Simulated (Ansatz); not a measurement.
A series of calculations on H$_{5}$CF

Part 1: Relaxation

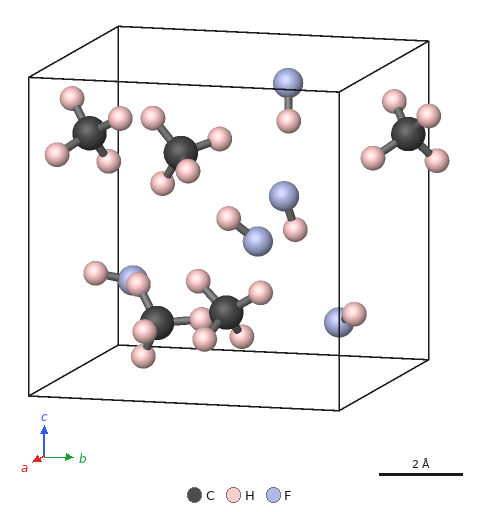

Starting structure of an amorphous cell of composition H5CF. Style: ball-and-stick. Shown: the cell of the calculation (origin shifted), slightly off an axis.

The cell holds 5 CH4 + 5 HF. The run prepares the start of a later molecular dynamics calculation, from a guessed geometry.

These are results of DFT PBE-D3(BJ), scalar-relativistic, plane waves, PAW in Ansatz, not measurements.

The input:
```yaml
accuracy: low
crystal:
  lattice:
    - [7.856828, 0.0, 0.0]
    - [0.0, 7.856828, 0.0]
    - [0.0, 0.0, 7.856828]
  atoms:
    - { symbol: C, position: [0.37477, 0.0356342, 0.5783348] }
    - { symbol: H, position: [0.5133752, 0.0362287, 0.5735184] }
    - { symbol: H, position: [0.3326643, -0.0367228, 0.6889084] }
    - { symbol: H, position: [0.3247547, -0.0229192, 0.4629878] }
    - { symbol: H, position: [0.3282859, 0.16595, 0.5879245] }
    - { symbol: C, position: [0.0638074, 0.7553804, 0.154523] }
    - { symbol: H, position: [0.1417527, 0.843753, 0.2276652] }
    - { symbol: H, position: [-0.0205471, 0.6862917, 0.240232] }
    - { symbol: H, position: [0.1458629, 0.665496, 0.0880201] }
    - { symbol: H, position: [-0.0118388, 0.8259809, 0.062175] }
    - { symbol: C, position: [0.6028221, 0.8841337, 0.2030366] }
    - { symbol: H, position: [0.6545039, 0.9980798, 0.2628715] }
    - { symbol: H, position: [0.5358115, 0.8084117, 0.2979613] }
    - { symbol: H, position: [0.7063188, 0.8093507, 0.148899] }
    - { symbol: H, position: [0.5146541, 0.9206926, 0.1024145] }
    - { symbol: C, position: [0.9254844, 0.4180208, 0.7167979] }
    - { symbol: H, position: [0.9484326, 0.5350353, 0.7876211] }
    - { symbol: H, position: [0.8895234, 0.3170254, 0.8047847] }
    - { symbol: H, position: [1.0409452, 0.3814996, 0.6491964] }
    - { symbol: H, position: [0.8230364, 0.4385229, 0.6255892] }
    - { symbol: C, position: [0.8815665, 0.2586682, 0.203159] }
    - { symbol: H, position: [1.0025257, 0.3168421, 0.1682361] }
    - { symbol: H, position: [0.9004475, 0.1742929, 0.3115991] }
    - { symbol: H, position: [0.8326382, 0.1857458, 0.0958124] }
    - { symbol: H, position: [0.7906545, 0.357792, 0.2369884] }
    - { symbol: F, position: [0.0744053, 0.8712776, 0.6561781] }
    - { symbol: H, position: [0.1205409, 0.7645898, 0.6810335] }
    - { symbol: F, position: [0.4979374, 0.4935825, 0.3719711] }
    - { symbol: H, position: [0.5314626, 0.5052951, 0.2585364] }
    - { symbol: F, position: [0.7575852, 0.7327616, 0.6736131] }
    - { symbol: H, position: [0.840916, 0.8061235, 0.7160698] }
    - { symbol: F, position: [0.4122368, 0.3713311, 0.8554921] }
    - { symbol: H, position: [0.4551825, 0.2897013, 0.9304641] }
    - { symbol: F, position: [0.7343546, 0.5486122, 0.0572068] }
    - { symbol: H, position: [0.6964097, 0.5740963, -0.052517] }
basis:
  ecutwfc: 420.0
kpoints:
  mp_grid: { grid: [1, 1, 1] }
hamiltonian:
  xc: pbe
  dispersion: d3bj
scf:
  occupations: { method: fermi_dirac, width: 0.02 }
  lower_state_search: "off"
relax:
  f_tol: 0.3
  max_steps: 15
  adjacent_minimum: "off"
```

Command:
```bash
ansatz run input.yaml --threads 1 --pin off --max-ram 3072MiB --backend cpu --events-out ev --progress --plain --runs-dir out
```

Where does the relaxation end?

The atom that moves furthest is H33 (1.91 Å roughly along [−1 3 −1]). By element the largest moves are H 1.91 Å, F 1.49 Å, C 0.57 Å. The lattice vectors keep their values. Among the contacts that change: F34–H35 0.934 → 0.988 Å, F30–H31 0.934 → 0.975 Å, F26–H27 0.934 → 0.956 Å, F32–H33 0.934 → 0.955 Å. Bond angles that change, for instance: H18–C16–H19 109.5° → 107.4°. The energy falls by 44.0 meV per atom in 14 geometry steps. Largest force component: 0.64 eV/Å at the start, 0.28 eV/Å at the end.

Final geometry:

```
CELL_PARAMETERS angstrom
7.85683 0.00000 0.00000
0.00000 7.85683 0.00000
0.00000 0.00000 7.85683
ATOMIC_POSITIONS crystal
C 0.36432 0.05348 0.62062
H 0.50033 0.02703 0.60413
H 0.31725 0.98731 0.73405
H 0.29485 0.00823 0.50848
H 0.34488 0.19090 0.63455
C 0.08804 0.73411 0.15739
H 0.16411 0.79769 0.25545
H 0.97733 0.67315 0.21666
H 0.16623 0.63777 0.09407
H 0.04575 0.82869 0.06388
C 0.57274 0.93336 0.18228
H 0.57374 0.05543 0.24943
H 0.52465 0.83389 0.26728
H 0.70273 0.90225 0.14272
H 0.49084 0.94291 0.06981
C 0.94094 0.37036 0.69310
H 0.95981 0.42319 0.82116
H 0.92936 0.23171 0.70505
H 0.05146 0.39628 0.61145
H 0.82553 0.42186 0.63428
C 0.94090 0.23118 0.23373
H 0.05590 0.30930 0.22192
H 0.96645 0.12335 0.31830
H 0.90390 0.18307 0.10819
H 0.83688 0.30774 0.28620
F 0.03733 0.74731 0.69912
H 0.09469 0.64249 0.72233
F 0.56742 0.49272 0.29935
H 0.58231 0.51371 0.18198
F 0.73669 0.76674 0.80099
H 0.85352 0.75292 0.76138
F 0.29570 0.51513 0.81162
H 0.40612 0.51722 0.86226
F 0.59380 0.53583 0.95577
H 0.65681 0.62825 0.89832
```

The end point in the same view:

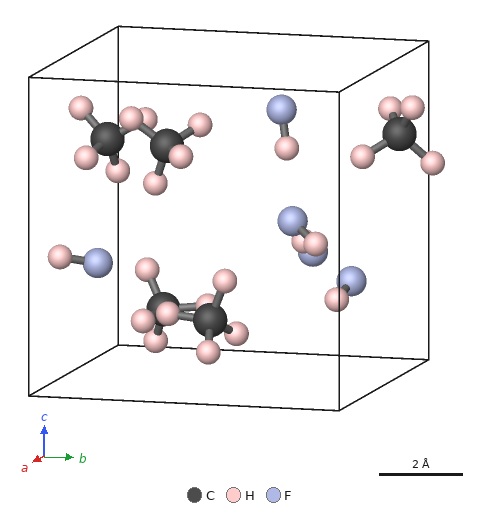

Limits of the set-up: the program's low-accuracy preset was used; the periodic images lie only 7.9 Å apart, so the values are limited by the cell's size.

Part 2: Dynamics

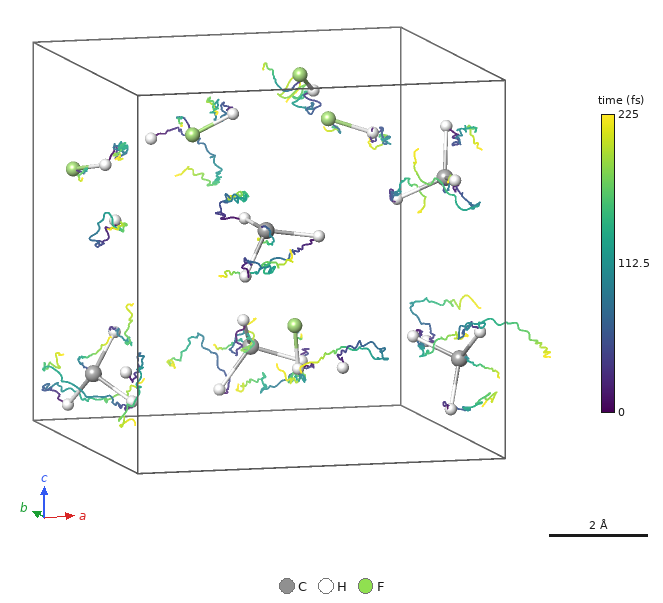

First-principles dynamics of a periodic cell with 5 CH4 + 5 HF at 0.617 g/cm³, 225 fs long. Lines trace each atom's path, coloured by time; spheres stand at the starting positions. Seen slightly off an axis in the simulation cell.

All numbers below come from Ansatz, DFT PBE-D3(BJ), scalar-relativistic, plane waves, PAW. Settings: plane-wave cutoff 420 eV; k-point mesh 1 × 1 × 1; Fermi-Dirac smearing 0.02 eV; low-accuracy preset; Langevin thermostat (NVT); set temperature 300 K; time step 0.75 fs; friction 0.02 per fs.

The input:
```yaml
accuracy: low
crystal:
  lattice:
    - [7.856828, 0.0, 0.0]
    - [0.0, 7.856828, 0.0]
    - [0.0, 0.0, 7.856828]
  atoms:
    - { symbol: C, position: [0.36432192, 0.0534766, 0.62061891] }
    - { symbol: H, position: [0.50033342, 0.02703124, 0.60412561] }
    - { symbol: H, position: [0.31725489, -0.01269166, 0.73404901] }
    - { symbol: H, position: [0.29485163, 0.00823292, 0.50848041] }
    - { symbol: H, position: [0.34487692, 0.19090404, 0.63455296] }
    - { symbol: C, position: [0.08803894, 0.73410532, 0.15739145] }
    - { symbol: H, position: [0.16410712, 0.79768703, 0.2554486] }
    - { symbol: H, position: [-0.02267495, 0.67315145, 0.21666485] }
    - { symbol: H, position: [0.16622575, 0.63776839, 0.09406647] }
    - { symbol: H, position: [0.04575468, 0.82868586, 0.06388402] }
    - { symbol: C, position: [0.57274082, 0.93335662, 0.18228034] }
    - { symbol: H, position: [0.57373848, 1.05543038, 0.24942971] }
    - { symbol: H, position: [0.52465052, 0.83389048, 0.26728126] }
    - { symbol: H, position: [0.70273047, 0.90225015, 0.14272229] }
    - { symbol: H, position: [0.49084018, 0.9429121, 0.06980602] }
    - { symbol: C, position: [0.94093508, 0.37035842, 0.69310146] }
    - { symbol: H, position: [0.95980541, 0.42318676, 0.82116258] }
    - { symbol: H, position: [0.92935722, 0.231713, 0.70505405] }
    - { symbol: H, position: [1.05146063, 0.39628268, 0.61145064] }
    - { symbol: H, position: [0.82552556, 0.42186111, 0.63428165] }
    - { symbol: C, position: [0.94090024, 0.23117679, 0.23372616] }
    - { symbol: H, position: [1.05590446, 0.30930441, 0.2219199] }
    - { symbol: H, position: [0.96644802, 0.1233476, 0.3182985] }
    - { symbol: H, position: [0.90390115, 0.18307495, 0.10818627] }
    - { symbol: H, position: [0.83687824, 0.3077447, 0.28619634] }
    - { symbol: F, position: [0.03733426, 0.74731201, 0.69911579] }
    - { symbol: H, position: [0.09469029, 0.64249047, 0.72233019] }
    - { symbol: F, position: [0.56742012, 0.49272288, 0.29935423] }
    - { symbol: H, position: [0.58230763, 0.51370855, 0.18198137] }
    - { symbol: F, position: [0.7366858, 0.76674488, 0.80099377] }
    - { symbol: H, position: [0.85351682, 0.75292181, 0.76137588] }
    - { symbol: F, position: [0.2956962, 0.51512688, 0.81162051] }
    - { symbol: H, position: [0.40611686, 0.51721536, 0.86225972] }
    - { symbol: F, position: [0.59380214, 0.53582571, -0.04422811] }
    - { symbol: H, position: [0.6568061, 0.62824749, -0.1016784] }
basis:
  ecutwfc: 420.0
kpoints:
  mp_grid: { grid: [1, 1, 1] }
hamiltonian:
  xc: pbe
  dispersion: d3bj
scf:
  occupations: { method: fermi_dirac, width: 0.02 }
  lower_state_search: "off"
md:
  timestep: 0.75
  n_steps: 300
  ensemble: nvt_langevin
  temperature: 300.0
  initial_velocities: maxwell_boltzmann
  seed: 257324
  friction: 0.02
```

Launched with:
```bash
ansatz run input.yaml --threads 1 --pin off --max-ram 3072MiB --backend cpu --events-out ev --progress --plain --runs-dir out
```

Q: How do the atoms move?

A: Root-mean-square distances from the starting positions over the second half, with the common drift of all atoms taken out: H 1.11 Å, C 0.57 Å, F 0.56 Å. The heavy atoms stay within a fraction of a molecule's size of their starting places, while the hydrogen atoms travel further, as molecules turn; so short a run doesn't tell a liquid from a solid.

Limits of the set-up: the program's low-accuracy preset was used; the periodic images lie only 7.9 Å apart, so the values are limited by the cell's size.

Part 3: Dynamics

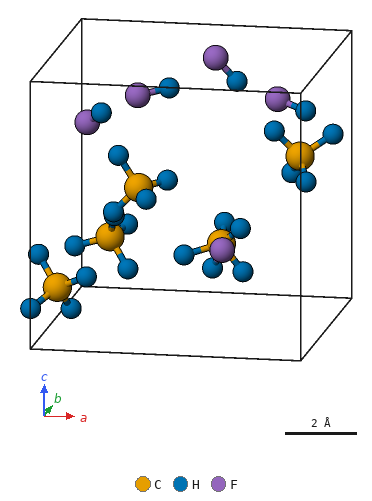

Starting frame of a dynamics run of a periodic cell with 5 CH4 + 5 HF at 0.617 g/cm³. It starts from the last geometry of an earlier run, with fresh velocities. Style: ball-and-stick. Shown: the simulation cell, slightly off an axis.

Level of theory: DFT PBE-D3(BJ), scalar-relativistic, plane waves, PAW (Ansatz).

Input file:
```yaml
accuracy: low
crystal:
  lattice:
    - [7.856828, 0.0, 0.0]
    - [0.0, 7.856828, 0.0]
    - [0.0, 0.0, 7.856828]
  atoms:
    - { symbol: C, position: [0.37950865, 0.08607159, 0.59516036] }
    - { symbol: H, position: [0.28369478, 0.0994927, 0.49732403] }
    - { symbol: H, position: [0.46680841, 0.18576554, 0.6035696] }
    - { symbol: H, position: [0.43098296, -0.03824997, 0.58313579] }
    - { symbol: H, position: [0.30612755, 0.07829989, 0.71429363] }
    - { symbol: C, position: [0.15698277, 0.70188871, 0.25750238] }
    - { symbol: H, position: [0.18941761, 0.61260957, 0.35854901] }
    - { symbol: H, position: [0.19718318, 0.83244737, 0.27580557] }
    - { symbol: H, position: [0.02611733, 0.70372487, 0.21736] }
    - { symbol: H, position: [0.23175379, 0.65523249, 0.15167533] }
    - { symbol: C, position: [0.51591805, 0.98179661, 0.18182195] }
    - { symbol: H, position: [0.50366137, 1.10804675, 0.23170431] }
    - { symbol: H, position: [0.60037038, 0.90719067, 0.25981073] }
    - { symbol: H, position: [0.59021142, 1.01193718, 0.07321133] }
    - { symbol: H, position: [0.38670936, 0.9333536, 0.14534512] }
    - { symbol: C, position: [0.94478872, 0.25597305, 0.69808613] }
    - { symbol: H, position: [1.05495026, 0.31761784, 0.77051224] }
    - { symbol: H, position: [0.85512098, 0.22510578, 0.7951693] }
    - { symbol: H, position: [0.98702535, 0.14816444, 0.62879946] }
    - { symbol: H, position: [0.89643465, 0.34941539, 0.61235122] }
    - { symbol: C, position: [1.06191566, 0.17392857, 0.18784957] }
    - { symbol: H, position: [1.09557924, 0.26623661, 0.088534] }
    - { symbol: H, position: [1.18132285, 0.11061132, 0.24704087] }
    - { symbol: H, position: [0.98373297, 0.06613282, 0.13044929] }
    - { symbol: H, position: [0.98169908, 0.23057341, 0.29453103] }
    - { symbol: F, position: [0.07486226, 0.69121245, 0.68404052] }
    - { symbol: H, position: [0.14137219, 0.61306653, 0.74093827] }
    - { symbol: F, position: [0.61236438, 0.48948389, 0.27763651] }
    - { symbol: H, position: [0.5639, 0.55612181, 0.19278274] }
    - { symbol: F, position: [0.76018958, 0.79188025, 0.77753123] }
    - { symbol: H, position: [0.8716094, 0.75191888, 0.74795993] }
    - { symbol: F, position: [0.29556582, 0.51163435, 0.83702226] }
    - { symbol: H, position: [0.40119211, 0.56792872, 0.85592444] }
    - { symbol: F, position: [0.55673508, 0.65608822, -0.04508925] }
    - { symbol: H, position: [0.6285557, 0.69345237, -0.13880975] }
basis:
  ecutwfc: 420.0
kpoints:
  mp_grid: { grid: [1, 1, 1] }
hamiltonian:
  xc: pbe
  dispersion: d3bj
scf:
  occupations: { method: fermi_dirac, width: 0.02 }
  lower_state_search: "off"
  convergence: { dr2_threshold: 0.001 }
  max_iter: 83
md:
  timestep: 0.5
  n_steps: 200
  ensemble: npt_langevin
  temperature: 300.0
  initial_velocities: maxwell_boltzmann
  seed: 121227
  friction: 0.005
  pressure: 1.0
  fix_cell: [angles]
```

Run as
```bash
ansatz run input.yaml --threads 1 --pin off --max-ram 3072MiB --backend cpu --events-out ev --progress --plain --runs-dir out
```

Predict how the run goes.

Over the second half the temperature averages 283 K (spread ±18 K). The potential energy in the second half lies on average 0.6 meV per atom above the first frame. The mean pressure there is 1.2 GPa. The volume ends −24.3 % from the start. In the second half of the run the atoms are, in the root-mean-square, this far from where they began (common drift taken out): H 0.79 Å, C 0.43 Å, F 0.36 Å. The heavy atoms stay within a fraction of a molecule's size of their starting places, while the hydrogen atoms travel further, as molecules turn; so short a run doesn't tell a liquid from a solid. The conserved quantity stays between −0.25 and 0.022 meV per atom of its start. A straight-line fit has a slope that amounts to −0.18 meV per atom over 100 fs (0.5 % of the mean kinetic energy), and the ripple about it is 0.8 % of the kinetic energy's fluctuation. With a drift under 2 % and a ripple under 7 %, the integration is accurate. The self-consistency threshold is loose, so the forces are noisy.

Along the run (each row but the first and the last is the mean over the interval that it begins):

```
time (fs)  potential energy (meV/atom)  T (K)  p (GPa)
      0.0                          0.0    291      1.2
     10.0                         -4.5    297      0.1
     20.0                         -6.3    295      0.1
     30.0                         -2.8    274      0.3
     40.0                         -2.8    295      0.5
     50.0                          0.4    269      1.0
     60.0                         -1.3    291      1.0
     70.0                         -0.9    292      1.1
     80.0                         -0.9    293      1.0
     90.0                          5.2    269      2.0
    100.0                          4.7    286      1.1
```

The paths of the atoms:

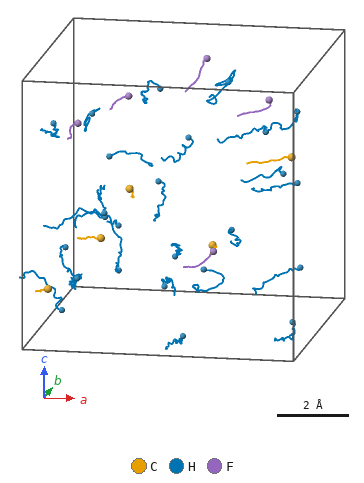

Limits of the set-up: the program's low-accuracy preset was used; the periodic images lie only 7.9 Å apart, so the values are limited by the cell's size.
